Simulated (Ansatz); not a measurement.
The figure comes from a scan of La (dhcp type, space group P6_3/mmc): one La atom of a 4-atom cell moves by s towards the nearest neighbour, with its periodic images. Calculation: PBE (plane waves to 420 eV, PAW, scalar-relativistic; Ansatz, an electronic-structure program). k mesh 11×11×3 (Γ-centred), Fermi-Dirac smearing 0.05 eV. The energy includes the smearing's −TS. Left out: 1 of 11 points, with atoms too close for the PAW data. With partly filled bands, energies and forces of such displacements shift with the k mesh and the smearing. La is run without spin polarisation. La was relaxed with its symmetry unable to fall. The PAW data are Ansatz's earlier set. ΔE is measured from the undisplaced structure.

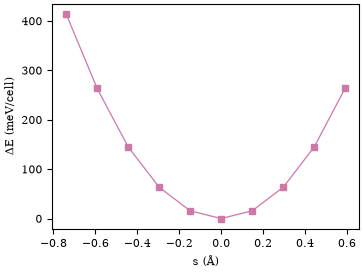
Figure: ΔE (meV/cell) against s (Å); computed points joined by lines.

Question: List the plotted points as numbers.

Answer: To the nearest 10:

```csv
s (Å),ΔE (meV/cell)
-0.740,410
-0.592,260
-0.444,150
-0.296,60
-0.148,20
0.000,0
0.148,20
0.296,60
0.444,150
0.592,260
```

(For displaced atoms, the force is minus the slope of the energy, and its curvature is a force constant, which sets phonon frequencies.)
